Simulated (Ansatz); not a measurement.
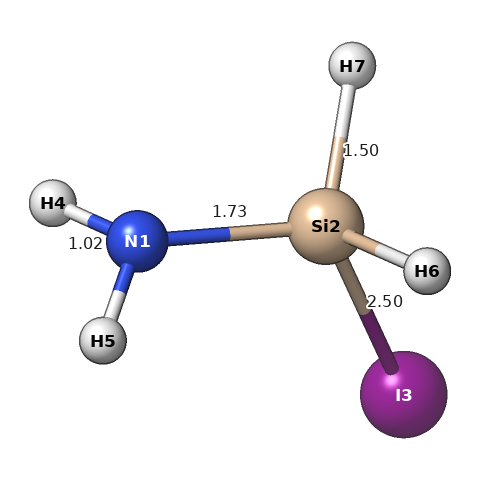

Bond lengths are marked in Å; every bond is drawn as one stick. Computed geometry: PBE-D4/def2-SVP optimisation. No frequency run is at hand to confirm it as a minimum.

Question: Which of the marked bonds are single, double, triple or aromatic?

Answer: N1–Si2 single; N1–H4 single; Si2–I3 single; Si2–H7 single.

Question: Write the SMILES.

Answer: N[SiH2]I
